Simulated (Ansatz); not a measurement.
## GeNH₂Cl: one change and its effect

System: GeNH₂Cl, SMILES [NH2][Ge][Cl].
Method of run A: RKS LC-wPBE/def2-TZVPP (Ansatz 0.2.0).

The geometry: displaced from a GFN2-xTB structure. Text and figures count atoms from 1; the logs count them from 0 in places.

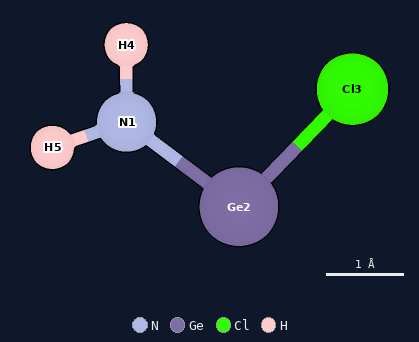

The structure as given in the input (ball-and-stick view, seen at a tilt; atoms are numbered from 1 in the order of the input). Sticks mark near contacts. Bond lengths as drawn: Cl–Ge 2.14 Å, Ge–N 1.83 Å and H–N 1.01 to 1.03 Å.

Input file, run A:
```yaml
crystal:
  periodic: [false, false, false]
  atoms:
    - {symbol: N, position_ang: [-0.497500, 0.294200, -0.361400]}
    - {symbol: Ge, position_ang: [-0.058700, -1.216700, 0.581300]}
    - {symbol: Cl, position_ang: [1.948200, -0.645700, 1.062600]}
    - {symbol: H, position_ang: [0.095800, 1.097100, -0.543400]}
    - {symbol: H, position_ang: [-1.418000, 0.459600, -0.783100]}
basis:
  gaussian: {orbitals: def2-TZVPP}
hamiltonian: {xc: {name: LC-wPBE}}
output: {forces: true}
```

Hardware: 4 CPU threads, shared host.

Output (run A):
```
Functional definition: LC-wPBE
  parameter omega = 0.4/bohr
  exchange = pbe_x_sr(omega) + exact_x_lr(omega)
  correlation = pbe_c
925 factors; their error is unknown
229 factors; integrals over basis functions are off by at most 5.1e-5 eV
mean field evaluation 1: about -70549.0804 eV, gradient 5.4e1 eV
mean field evaluation 2: about -70547.1891 eV, gradient 6.2e1 eV
mean field evaluation 4: about -70554.2177 eV, gradient 1.9e0 eV
mean field evaluation 8: about -70554.2282 eV, gradient 6.6e-2 eV
mean field evaluation 16: about -70554.2070 eV, gradient 4.7e-5 eV
mean field -70554.20697276 eV, -2592.8192828897 hartree, gradient 4.7e-5 eV, S^2 0.000000; 0 other end points of the search recorded, 0 dependent functions left out
the calculation of the forces begins
reference -70554.20697276 eV, -2592.8192828899 hartree; 29, 29 occupied and 120, 120 virtual orbitals, 925 factors
Total energy: -70554.20697276 eV, -2592.8192828899 hartree
Atom 0 at    -0.497500     0.294200    -0.361400 Å, force    -0.444374     0.060113    -0.173164 eV/Å
Atom 1 at    -0.058700    -1.216700     0.581300 Å, force    -0.836241     0.550304    -0.598962 eV/Å
Atom 2 at     1.948200    -0.645700     1.062600 Å, force     0.584614     0.193920     0.120043 eV/Å
Atom 3 at     0.095800     1.097100    -0.543400 Å, force     0.076414    -0.382023     0.223582 eV/Å
Atom 4 at    -1.418000     0.459600    -0.783100 Å, force     0.619587    -0.422314     0.428501 eV/Å
Dipole moment:    -0.431968     0.153019    -0.239725 e Å
```

The input of run B differs as follows (lines with − go, lines with + come):
```diff
-hamiltonian: {xc: {name: LC-wPBE}}
+correlation: {method: ccsd_t}
```

Predict how the results change.

The total energies belong to different methods, so their difference says nothing on which is more stable or more accurate. The dipole moment goes from 2.48 to 2.41 D.

Output (run B):
```
Functional definition: HF
  exchange = exact_x
  correlation = 0
924 factors; integrals over basis functions are off by at most 9.7e-4 eV
mean field evaluation 1: about -70490.3809 eV, gradient 3.6e1 eV
mean field evaluation 2: about -70490.4771 eV, gradient 3.6e1 eV
mean field evaluation 4: about -70493.2791 eV, gradient 2.9e0 eV
mean field evaluation 8: about -70493.3248 eV, gradient 2.5e-1 eV
mean field evaluation 16: about -70492.0112 eV, gradient 2.4e1 eV
mean field -70493.32532393 eV, -2590.5819235623 hartree, gradient 8.4e-6 eV, S^2 0.000000; 0 other end points of the search recorded, 0 dependent functions left out
15 core orbitals not correlated: weight in the atoms' cores, before any rotation towards them, 1.000 or more for the frozen orbitals, at most 0.000 for the correlated occupied ones
reference -70493.32532393 eV, -2590.5819235623 hartree; 14, 14 occupied and 120, 120 virtual orbitals, 924 factors
second order -17.28247272 eV of doubles, -0.00000000 eV of singles
cycle   1  -17.32164671 eV  change   -3.9e-2 eV  update   9.8e-2
cycle   2  -17.78620084 eV  change   -4.6e-1 eV  update   2.9e-2
cycle   3  -17.87413087 eV  change   -8.8e-2 eV  update   1.7e-2
cycle   4  -17.85839131 eV  change    1.6e-2 eV  update   5.1e-3
cycle   5  -17.85747617 eV  change    9.2e-4 eV  update   3.0e-3
cycle   6  -17.85829889 eV  change   -8.2e-4 eV  update   1.0e-3
cycle   7  -17.85803497 eV  change    2.6e-4 eV  update   4.0e-4
cycle   8  -17.85810658 eV  change   -7.2e-5 eV  update   1.2e-4
cycle   9  -17.85812706 eV  change   -2.0e-5 eV  update   5.1e-5
cycle  10  -17.85810682 eV  change    2.0e-5 eV  update   1.6e-5
cycle  11  -17.85812133 eV  change   -1.5e-5 eV  update   7.1e-6
cycle  12  -17.85812343 eV  change   -2.1e-6 eV  update   1.9e-6
perturbative correction -0.76152512 eV, -0.0279855318 hartree
the calculation of the forces begins
Total energy: -70511.94497248 eV, -2591.2661830256 hartree
Atom 0 at    -0.497500     0.294200    -0.361400 Å, force    -0.512483     0.239701    -0.294952 eV/Å
Atom 1 at    -0.058700    -1.216700     0.581300 Å, force    -1.043153     0.160282    -0.478241 eV/Å
Atom 2 at     1.948200    -0.645700     1.062600 Å, force     0.899068     0.268978     0.202393 eV/Å
Atom 3 at     0.095800     1.097100    -0.543400 Å, force     0.123997    -0.280909     0.191584 eV/Å
Atom 4 at    -1.418000     0.459600    -0.783100 Å, force     0.532572    -0.388053     0.379216 eV/Å
Dipole moment:    -0.410280     0.163726    -0.237003 e Å
```

The two runs side by side:

```csv
quantity,run A,run B
outcome,converged,converged
total energy (hartree),−2592.819283,−2591.266183
dipole moment (D),2.48,2.41
largest force (eV/Å),1.167,1.159
basis functions,149,149
wall time (shared host),0.85 s,45 s
```
